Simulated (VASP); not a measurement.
Band structure of GdN (rock salt). Level of theory: MS2 meta-GGA, VASP's PBE PAW potentials (set 64) (plane waves; VASP).

The 4f electrons are frozen in the core of the lanthanide potential, so 4f levels, which can set the real gap, and their magnetism are missing.

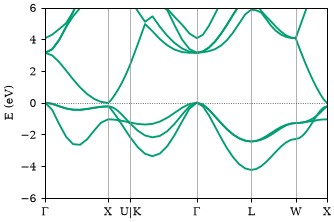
*Bands along high-symmetry lines, zero at the valence-band maximum or, without a gap, the Fermi level*

Read the plot: is there a gap, and where are the band edges?

It has no gap at this level: it comes out as a metal or semimetal.

The compound is GdN in the rock salt structure. It was relaxed first.
